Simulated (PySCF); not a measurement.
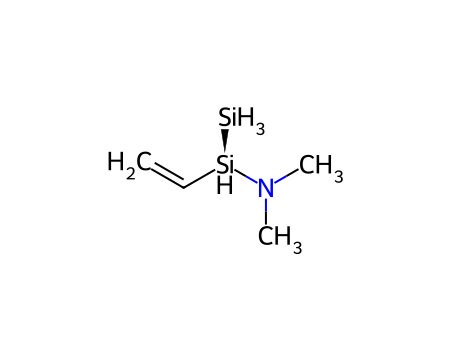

A structural formula.

> Write the SMILES.

C=C[Si@@H]([SiH3])N(C)C

> Give the formula, hydrogens included.

C4H13NSi2.

> An optimisation with GFN2-xTB gave a structure of which point group?

C1.

The parts below concern this one geometry. Atoms keep their numbers from picture to picture. The computed structure is the end point of a GFN2-xTB optimisation. No frequency run is at hand to confirm it as a minimum.

## NMR shielding

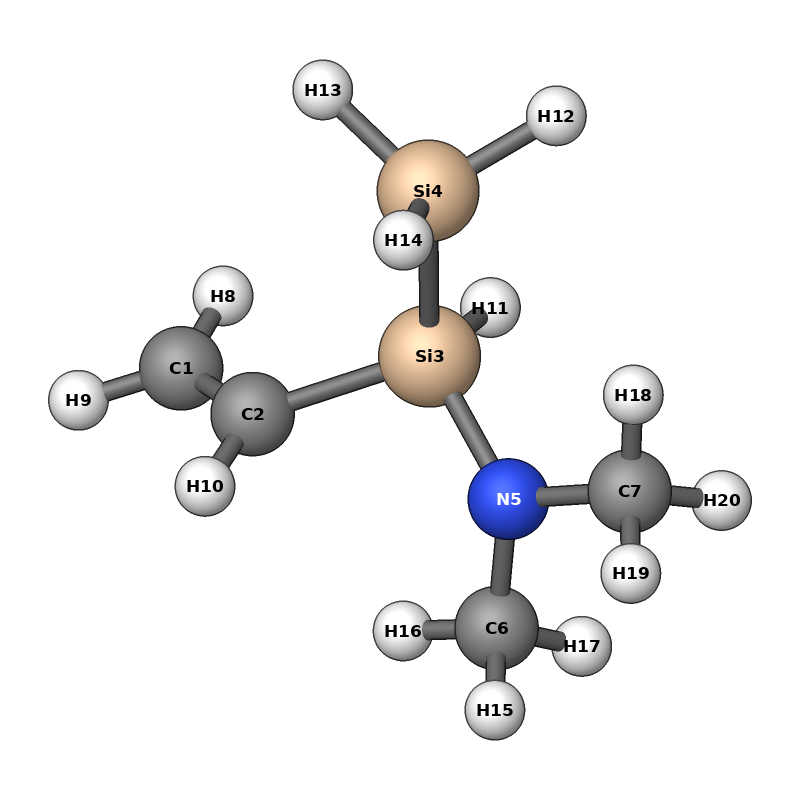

No frequency run is at hand to confirm it as a minimum. Properties computed with GIAO PBE0/pcSseg-1 NMR shielding, non-relativistic, gas phase (PySCF 2.14.0). Principal shieldings σ11 ≤ σ22 ≤ σ33, span Ω = σ33 − σ11, skew κ = 3(σiso − σ22)/Ω.

> Which Si atom has the most anisotropic shielding?

Si3, with a span of 114 ppm.

Give the shielding tensors of the Si atoms.

```
atom    σ11    σ22    σ33   σiso      Ω     κ
 Si3  322.0  349.3  436.1  369.1  114.2  0.52
 Si4  452.0  466.1  484.3  467.4   32.3  0.13
```

Shieldings and span in ppm.

## Electronic properties

No frequency run is at hand to confirm it as a minimum. Method: PBE0/pcSseg-1, gas phase (PySCF 2.14.0).

> Estimate the HOMO energy (Kohn–Sham orbital).

−6.28 eV.

> Estimate the HOMO–LUMO gap.

5.74 eV.

> Estimate the dipole moment.

1.08 D.

## Quadrupole coupling

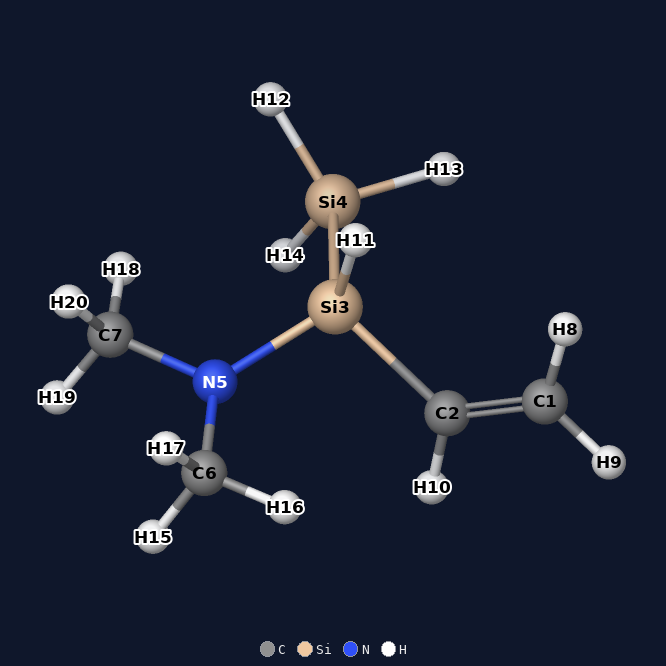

No frequency run is at hand to confirm it as a minimum. Electric field gradients from the ground-state density, PBE0/pcSseg-1 (PySCF 2.14.0), non-relativistic apart from any core potentials.

Give the largest field-gradient component, the quadrupole coupling constant and the asymmetry for 14N at N5 (Q = 20.44 mb).

```json
{"atom": "N5", "V_zz (a.u.)": "−1.134", "e²qQ/h (MHz)": "−5.45", "η": "0.33"}
```

The geometry is semi-empirical. Around Si such bond lengths and angles can be off by a tenth of an ångström or more and by several degrees, and values that hang on the shape move with them.
